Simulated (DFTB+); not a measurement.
# Run report: InH3, geometry relaxation

System: InH3.
Method: GFN1-xTB, R-SCC, dispersion built in (DFTB+ 25.1).

The geometry comes from this level: GFN2-xTB.

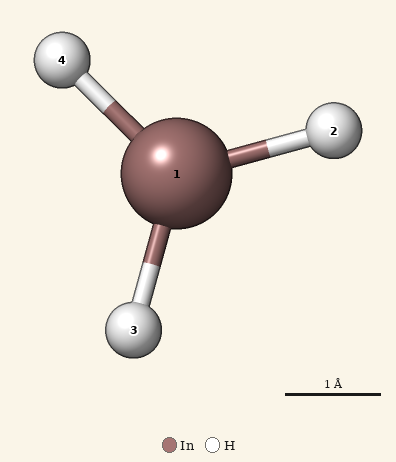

*The input geometry (ball-and-stick view, seen on its broad side; atoms are numbered from 1 in the order of the input). Sticks mark near contacts.*

Bond lengths as drawn: H–In 1.72 Å.

## Key numbers

| quantity | value |
| --- | --- |
| outcome | converged |
| Mermin free energy | −3.126641 hartree |
| basis functions | 15 |
| largest force | 0.003 eV/Å |
| HOMO | −11.68 eV |
| LUMO | −4.30 eV |
| dipole moment | 0.00 D |
| hardware | 1 thread of AMD EPYC (Zen 3), 32 GiB of memory available, shared host |
| peak memory | 0.071 GiB |

Settings chosen away from the usual ones: gtol.

## Input file (dftb_in.hsd)
```
Geometry = GenFormat {
  4 C
  In H
     1  1      0.000640     -0.000740     -0.000540
     2  2      1.718930     -0.027790      0.013510
     3  2     -0.834510      1.501400     -0.017780
     4  2     -0.885060     -1.472880      0.004810
}

Driver = GeometryOptimisation {
  Optimiser = Rational {}
  MaxSteps = 200
  Convergence {
    GradElem = 0.0001
  }
  AppendGeometries = Yes
}

Hamiltonian = xTB {
  Method = "GFN1-xTB"
  SCCTolerance = 1e-08
  Filling = Fermi {
    Temperature [Kelvin] = 300
  }
}

Analysis {
  PrintForces = Yes
}

Options {
  WriteResultsTag = Yes
}

ParserOptions {
  ParserVersion = 14
}
```

Launch command:
```bash
dftb+ > run.log
```

## Output
```
|  DFTB+ development version (commit: a23bfb2)

Reading input file 'dftb_in.hsd'
Parser version: 14

--------------------------------------------------------------------------------

Processed input in HSD format written to 'dftb_pin.hsd'

Starting initialization...
--------------------------------------------------------------------------------
OpenMP threads:              1
Chosen random seed:          640137533
Current stacksize:           unlimited
Mode:                        Geometry optimisation relaxation
Self consistent charges:     Yes
SCC-tolerance:                 0.100000E-07
Max. scc iterations:                    100
Shell resolved Hubbard:      Yes
Spin polarisation:           No
Nr. of up electrons:             3.000000
Nr. of down electrons:           3.000000
Periodic boundaries:         No
Electronic solver:           Relatively robust
Mixer:                       Broyden mixer
Mixing parameter:                  0.200000
Nr. of chrg. vec. in memory:            100
Max. SCC-cycles:                        100
Max. nr. of geometry steps:             200
tblite library version:      0.3.0
-> parametrization:          GFN1-xTB
-> repulsion:                Yes
-> dispersion:               Yes
-> halogen bonding:          Yes
-> electrostatics:           Yes
   -> isotropic:             Yes
   -> anisotropic:           No
   -> third-order:           Yes
Electronic temperature:              0.950045E-03 H      0.258520E-01 eV
Initial charges:             Set automatically (system chrg:   0.000E+00)
Included shells:            In:  s, p, d
                             H:  s, s2
Extra options:
                             Mulliken analysis
                             Force calculation
Force type                   original

--------------------------------------------------------------------------------

***  Geometry step: 0

 iSCC Total electronic   Diff electronic      SCC error
    1   -0.31365168E+01    0.00000000E+00    0.52204077E+00
    2   -0.31379201E+01   -0.31365168E+01    0.40498849E+00
    3   -0.31398849E+01   -0.14032677E-02    0.10190131E+00
    4   -0.31352220E+01   -0.19648652E-02    0.26969809E+00
    5   -0.31401241E+01    0.46629633E-02    0.23295578E-01
    6   -0.31401533E+01   -0.49021039E-02    0.26766990E-02
    7   -0.31401537E+01   -0.29226880E-04    0.77746980E-04
    8   -0.31401537E+01   -0.36482523E-06    0.82661993E-04
    9   -0.31401537E+01   -0.47237769E-11    0.65773289E-05
   10   -0.31401537E+01   -0.37107251E-09    0.57352310E-06
   11   -0.31401537E+01   -0.16044943E-11    0.58989607E-08

Total Energy:                       -3.1265897388 H          -85.0788 eV
Extrapolated to 0K:                 -3.1265897388 H          -85.0788 eV
Total Mermin free energy:           -3.1265897388 H          -85.0788 eV
Force related energy:               -3.1265897388 H          -85.0788 eV

total energy  -3.1265897E+00 H       energy change -3.1265897E+00 H
gradient norm  3.4007656E-03 H/a0    max. gradient  2.0026652E-03 H/a0
step length    0.0000000E+00 a0      max. step      0.0000000E+00 a0

--------------------------------------------------------------------------------

***  Geometry step: 1

 iSCC Total electronic   Diff electronic      SCC error
    1   -0.31402779E+01    0.00000000E+00    0.47051496E-03
    2   -0.31402779E+01   -0.12427809E-03    0.36713439E-03
    3   -0.31402779E+01   -0.10077637E-08    0.71371389E-04
    4   -0.31402779E+01   -0.46112802E-09    0.57000727E-05
    5   -0.31402779E+01   -0.26687186E-09    0.62207117E-07
    6   -0.31402779E+01   -0.27995384E-11    0.13812618E-08

Total Energy:                       -3.1266006551 H          -85.0791 eV
Extrapolated to 0K:                 -3.1266006551 H          -85.0791 eV
Total Mermin free energy:           -3.1266006551 H          -85.0791 eV
Force related energy:               -3.1266006551 H          -85.0791 eV

total energy  -3.1266007E+00 H       energy change -1.0916314E-05 H
gradient norm  3.0189919E-03 H/a0    max. gradient  1.7817655E-03 H/a0
step length    3.4007656E-03 a0      max. step      2.0026652E-03 a0

--------------------------------------------------------------------------------

***  Geometry step: 2

 iSCC Total electronic   Diff electronic      SCC error
    1   -0.31412466E+01    0.00000000E+00    0.37102973E-02
    2   -0.31412467E+01   -0.96870530E-03    0.28950784E-02
    3   -0.31412467E+01   -0.52178773E-07    0.53930922E-03
    4   -0.31412467E+01   -0.25031597E-07    0.39473091E-04
    5   -0.31412467E+01   -0.13995031E-07    0.13236258E-04
    6   -0.31412467E+01   -0.11954215E-09    0.10229546E-07
    7   -0.31412467E+01   -0.15013324E-10    0.18833283E-08

Total Energy:                       -3.1266405528 H          -85.0802 eV
Extrapolated to 0K:                 -3.1266405528 H          -85.0802 eV
Total Mermin free energy:           -3.1266405528 H          -85.0802 eV
Force related energy:               -3.1266405528 H          -85.0802 eV

total energy  -3.1266406E+00 H       energy change -3.9897716E-05 H
gradient norm  2.6012058E-04 H/a0    max. gradient  1.6613949E-04 H/a0
step length    2.6888448E-02 a0      max. step      1.5869609E-02 a0

--------------------------------------------------------------------------------

***  Geometry step: 3

 iSCC Total electronic   Diff electronic      SCC error
    1   -0.31412443E+01    0.00000000E+00    0.84127287E-04
    2   -0.31412443E+01    0.24176042E-05    0.52729397E-04
    3   -0.31412443E+01   -0.54308558E-09    0.31922075E-05
    4   -0.31412443E+01   -0.34096592E-09    0.12445279E-06
    5   -0.31412443E+01   -0.89706020E-13    0.46239907E-08

Total Energy:                       -3.1266406119 H          -85.0802 eV
Extrapolated to 0K:                 -3.1266406119 H          -85.0802 eV
Total Mermin free energy:           -3.1266406119 H          -85.0802 eV
Force related energy:               -3.1266406119 H          -85.0802 eV

total energy  -3.1266406E+00 H       energy change -5.9066661E-08 H
gradient norm  1.9560026E-04 H/a0    max. gradient  1.3097315E-04 H/a0
step length    2.6012058E-04 a0      max. step      1.6613949E-04 a0

--------------------------------------------------------------------------------

***  Geometry step: 4

 iSCC Total electronic   Diff electronic      SCC error
    1   -0.31412342E+01    0.00000000E+00    0.23150279E-03
    2   -0.31412342E+01    0.10166157E-04    0.14519130E-03
    3   -0.31412342E+01   -0.40742325E-08    0.13270525E-04
    4   -0.31412342E+01   -0.25575364E-08    0.52315643E-06
    5   -0.31412342E+01   -0.10182966E-11    0.48940389E-07
    6   -0.31412342E+01   -0.26201263E-13    0.14997452E-08

Total Energy:                       -3.1266406967 H          -85.0802 eV
Extrapolated to 0K:                 -3.1266406967 H          -85.0802 eV
Total Mermin free energy:           -3.1266406967 H          -85.0802 eV
Force related energy:               -3.1266406967 H          -85.0802 eV

total energy  -3.1266407E+00 H       energy change -8.4802954E-08 H
gradient norm  8.7671632E-05 H/a0    max. gradient  4.5904512E-05 H/a0
step length    7.9426958E-04 a0      max. step      5.8652907E-04 a0

Geometry converged

--------------------------------------------------------------------------------
--------------------------------------------------------------------------------
SCC                                    +       0.02 ( 73.7%)       0.06 ( 89.2%)
--------------------------------------------------------------------------------
Missing                                +       0.01 ( 26.3%)       0.01 ( 10.8%)
Total                                  =       0.03 (100.0%)       0.06 (100.0%)
--------------------------------------------------------------------------------
```

## File detailed.out
```
Fermi distribution function

Geometry optimization step: 4

********************************************************************************
 iSCC Total electronic   Diff electronic      SCC error
    6   -0.31412342E+01   -0.26201263E-13    0.14997452E-08
********************************************************************************

 Total charge:     0.00000000

 Atomic gross charges (e)
 Atom           Charge
    1       0.32113064
    2      -0.10694395
    3      -0.10716680
    4      -0.10701989

Nr. of electrons (up):      6.00000000
Atom populations (up)
 Atom       Population
    1       2.67886936
    2       1.10694395
    3       1.10716680
    4       1.10701989

l-shell populations (up)
 Atom Sh.   l       Population
    1   1   0       1.53160762
    1   2   1       1.12211086
    1   3   2       0.02515089
    2   1   0       1.10403935
    2   2   0       0.00290460
    3   1   0       1.10426275
    3   2   0       0.00290405
    4   1   0       1.10411482
    4   2   0       0.00290507

Orbital populations (up)
 Atom Sh.   l   m       Population  Label
    1   1   0   0       1.53160762  s
    1   2   1  -1       0.56095673  p_y
    1   2   1   0       0.00006611  p_z
    1   2   1   1       0.56108802  p_x
    1   3   2  -2      -0.00057165  d_xy
    1   3   2  -1       0.00000150  d_yz
    1   3   2   0       0.00000134  d_z2
    1   3   2   1       0.01283511  d_xz
    1   3   2   2       0.01288460  d_x2-y2
    2   1   0   0       1.10403935  s
    2   2   0   0       0.00290460  s2
    3   1   0   0       1.10426275  s
    3   2   0   0       0.00290405  s2
    4   1   0   0       1.10411482  s
    4   2   0   0       0.00290507  s2

Fermi level:                        -0.2936720313 H           -7.9912 eV
Band energy:                        -3.0328758813 H          -82.5288 eV
TS:                                  0.0000000000 H            0.0000 eV
Band free energy (E-TS):            -3.0328758813 H          -82.5288 eV
Extrapolated E(0K):                 -3.0328758813 H          -82.5288 eV
Input / Output electrons (q):      6.0000000000      6.0000000000

Energy H0:                          -3.1454195041 H          -85.5912 eV
Energy SCC:                          0.0041853449 H            0.1139 eV
Total Electronic energy:            -3.1412341592 H          -85.4773 eV
Repulsive energy:                    0.0150443256 H            0.4094 eV
Halogen correction energy:           0.0000000000 H            0.0000 eV
Total energy:                       -3.1266406967 H          -85.0802 eV
Extrapolated to 0:                  -3.1266406967 H          -85.0802 eV
Total Mermin free energy:           -3.1266406967 H          -85.0802 eV
Force related energy:               -3.1266406967 H          -85.0802 eV

Non-constrained calculation

SCC converged

Full geometry written in geo_end.{xyz|gen}

Total Forces
    1     -0.000027312474      0.000039291653      0.000020871110
    2     -0.000006049944     -0.000026923069     -0.000006966834
    3      0.000005158841      0.000033535928     -0.000007348183
    4      0.000028203578     -0.000045904512     -0.000006556093

Maximal derivative component:        0.459045E-04 au

Dipole moment:    0.00141411   -0.00117726   -0.00048958 au
Dipole moment:    0.00359431   -0.00299230   -0.00124439 Debye

Geometry converged
```

## Trajectory as extended XYZ (Å, eV, eV/Å), 5 frames, from step=0 to step=4
```
4
Properties=species:S:1:pos:R:3 step=0 energy=-85.07884
In    0.0006   -0.0007   -0.0005
H     1.7189   -0.0278    0.0135
H    -0.8345    1.5014   -0.0178
H    -0.8851   -1.4729    0.0048
4
Properties=species:S:1:pos:R:3 step=1 energy=-85.07914
In    0.0006   -0.0006   -0.0005
H     1.7179   -0.0278    0.0135
H    -0.8340    1.5005   -0.0178
H    -0.8845   -1.4721    0.0048
4
Properties=species:S:1:pos:R:3 step=2 energy=-85.08022
In    0.0005    0.0000   -0.0003
H     1.7095   -0.0279    0.0134
H    -0.8298    1.4933   -0.0178
H    -0.8801   -1.4654    0.0047
4
Properties=species:S:1:pos:R:3 step=3 energy=-85.08022
In    0.0005   -0.0001   -0.0003
H     1.7095   -0.0279    0.0134
H    -0.8299    1.4934   -0.0178
H    -0.8801   -1.4654    0.0047
4
Properties=species:S:1:pos:R:3 step=4 energy=-85.08023
In    0.0004   -0.0003   -0.0002
H     1.7095   -0.0279    0.0133
H    -0.8299    1.4937   -0.0178
H    -0.8800   -1.4654    0.0047
```

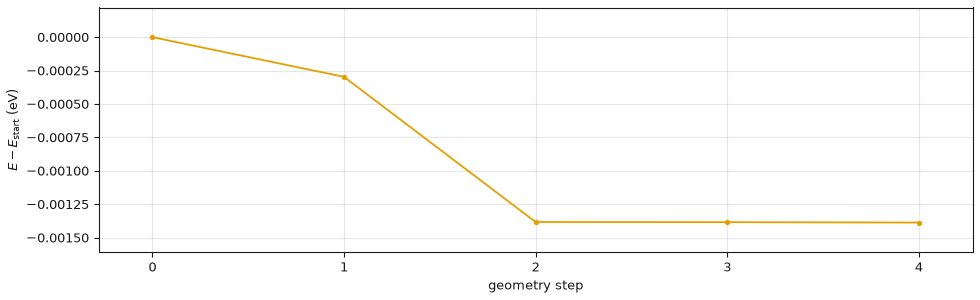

*Progress of the relaxation, step by step (steps are counted from 0).*

Over 4 geometry steps the energy falls by 0.001 eV. The largest moves after the best rigid fit, 0.009 Å, are those of H2, H3 and H4. Largest moves by element: H 0.009 Å, In 0.001 Å. Among the contacts that change: In1–H2 1.719 → 1.709 Å. (Atoms are counted from 1 in the order of the input.)

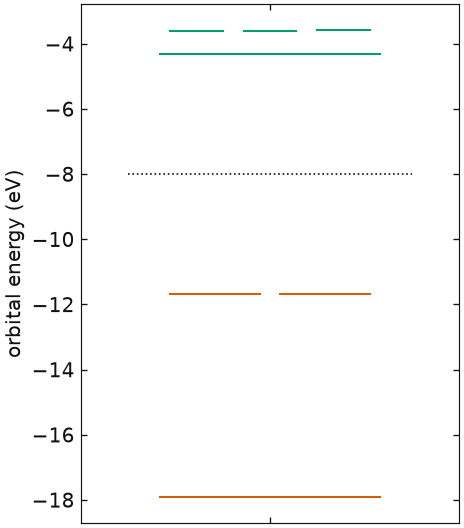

*Orbital energies near the frontier; the dotted line parts filled from empty levels, and levels within 0.02 eV of each other stand side by side.*

Highest filled −11.68 eV, lowest empty −4.30 eV, 7.38 eV apart.
